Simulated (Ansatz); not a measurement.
## Electronic structure of CH$_{5}$BFNSi (SMILES C=NB(F)[SiH3]) in real space

Input file:

```
crystal:
  periodic: [false, false, false]
  atoms:
    - { symbol: C, position_ang: [-1.1672, 1.2284, -1.4647] }
    - { symbol: "N", position_ang: [-0.4367, 0.9955, -0.4959] }
    - { symbol: B, position_ang: [-0.1081, -0.4179, -0.1236] }
    - { symbol: F, position_ang: [-0.5357, -1.5344, -0.8477] }
    - { symbol: Si, position_ang: [1.1171, -0.7409, 1.3705] }
    - { symbol: H, position_ang: [-1.4383, 2.3248, -1.7099] }
    - { symbol: H, position_ang: [-1.6383, 0.4952, -2.082] }
    - { symbol: H, position_ang: [1.348, -2.1635, 1.5578] }
    - { symbol: H, position_ang: [0.5287, -0.1476, 2.6507] }
    - { symbol: H, position_ang: [2.4137, -0.0907, 1.1478] }
basis:
  gaussian: { orbitals: def2-SVP }
hamiltonian:
  xc: b3lyp
relax:
  f_tol: 0.015
  max_steps: 40
output:
  orbitals: {}
```

Command:

```sh
ansatz run input.yaml --threads 2 --pin off --max-ram 3072MiB --backend cpu --events-out ev --progress --plain --runs-dir out
```

The fields are those of the relaxed geometry.

Computed with RKS B3LYP/def2-SVP (Ansatz 0.2.0).

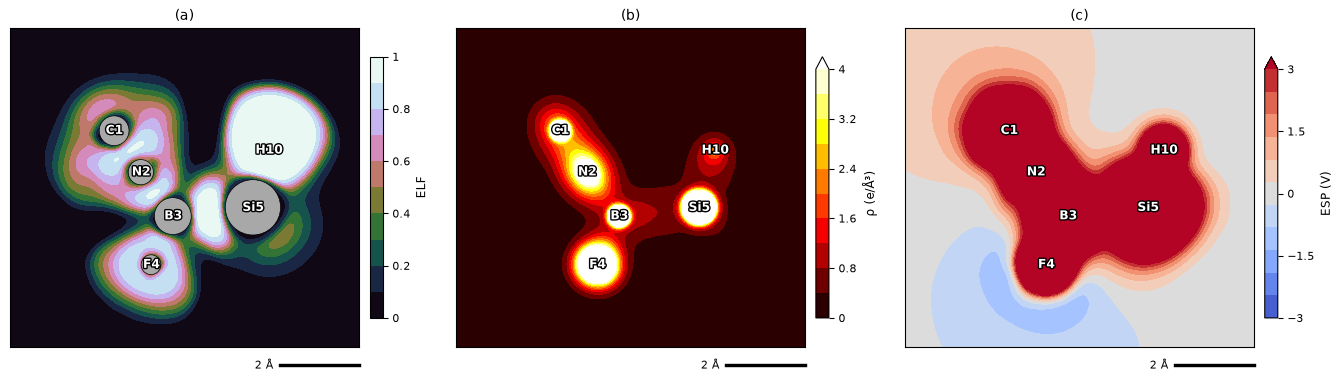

Figure 1. (a) ELF; (b) electron density; (c) molecular electrostatic potential on the plane of atoms F4, B3 and Si5. Grey discs cover the atomic cores in the ELF map.

**Interpret the plot.**

- The section cuts through C, N, B, F, Si and H sites.
- C–N (1.25 Å): ρ at the midpoint is about 2.8 e/Å³; the ELF peaks at about 0.90 between the atoms (a short, multiple covalent bond).
- B–F (1.35 Å): ρ is about 2 e/Å³ halfway; the ELF peaks at about 0.85 between the atoms (a shared but strongly polarised pair).
- B–N (1.37 Å): the density is about 1.9 e/Å³ at the midpoint; the ELF peaks at about 0.90 between the atoms (a polar covalent bond).
- Si–B (2.04 Å): ρ is about 0.78 e/Å³ halfway; the ELF peaks at about 1 between the atoms; a covalent bond.
- Si–H (1.50 Å): the density is about 0.75 e/Å³ at the midpoint; the ELF climbs to about 1 towards the hydrogen, as it does in any bond to H.
- The ELF also peaks beside F4, away from the bonds: lone-pair regions.
- Outside the dense part of the molecule the potential is most negative (−1.1 V) near F4.

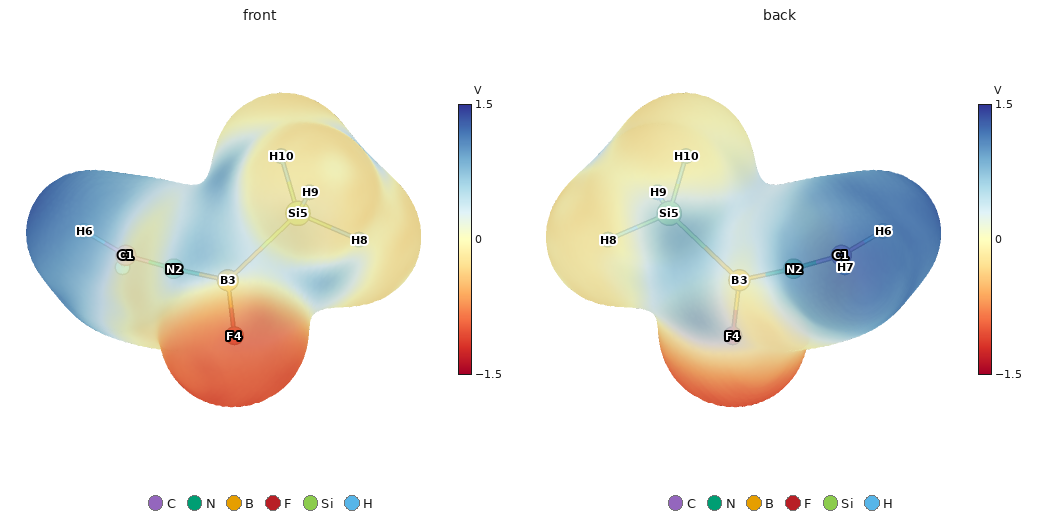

Figure 2. The electrostatic potential painted on the density surface at 0.002 e/bohr³, seen from the front and from behind; red is negative and blue positive.

**Which sites attract a positive test charge, and which a negative one?**

A positive charge is drawn to the negative regions and a negative charge to the positive ones. The most negative region (about −1.0 V, or −23 kcal/mol for a unit charge) lies over F4, the most positive (about +1.3 V, or +30 kcal/mol for a unit charge) over H6 and H7.

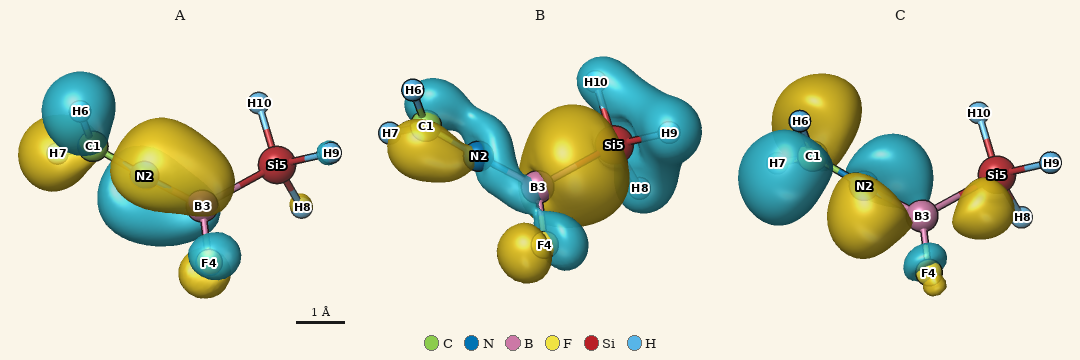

Figure 3. Three frontier orbitals at ±0.1 Å⁻³ᐟ² (yellow and cyan are the two phases), in no order.

**Which picture is the HOMO−1, the HOMO and the LUMO?**

B is the HOMO−1 (−7.96 eV). Its weight (Hirshfeld) is mainly on Si5 (about 35 %), B3 (about 25 %), F4 (about 10 %), C1 (about 5 %) and N2 (about 5 %). A is the HOMO (−7.60 eV). Its weight (Hirshfeld) is mainly on N2 (about 50 %), B3 (about 15 %), C1 (about 10 %), H6 (about 5 %), H7 (about 5 %) and F4 (about 5 %). C is the LUMO (−1.61 eV). Its weight (Hirshfeld) is mainly on C1 (about 45 %), N2 (about 30 %) and B3 (about 10 %); π-antibonding (π*) across C1–N2.

**What is the HOMO–LUMO gap?**

5.99 eV between the orbital energies.
